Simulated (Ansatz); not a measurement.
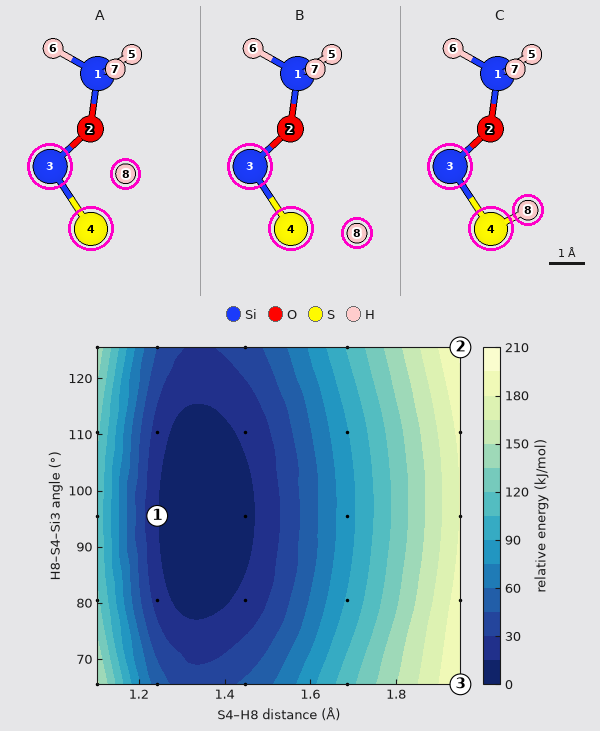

Si₂H₄SO: the S4–H8 distance and the H8–S4–Si3 angle are varied on a grid, with the rest of the molecule carried along rigidly. The map is interpolated between the computed points (dots). The frames are shuffled; each belongs to one numbered point. The picture is a ball-and-stick view, seen onto the plane of the angle, with a slight tilt. The ringed atoms are those of the scanned coordinates.

Computed with Ansatz: r2SCAN-D4, basis def2-TZVPP, on geometries moved rigidly from the minimum at PBE0-D4/def2-TZVP. Energies are counted from the PBE0-D4/def2-TZVP minimum geometry at the same level.

Q: Which frame belongs to which numbered point?

A: Point 1 is frame C, at (1.243, 95.5) and 15.6 kJ/mol; 2 is frame B, at (1.950, 125.5) and 197.9 kJ/mol; 3 is frame A, at (1.950, 65.5) and 195.7 kJ/mol. In pairs of (S4–H8 distance (Å); H8–S4–Si3 angle (°)): the lowest computed point lies at (1.447, 95.5) (10.8 kJ/mol), the highest at (1.950, 125.5) (197.9 kJ/mol).
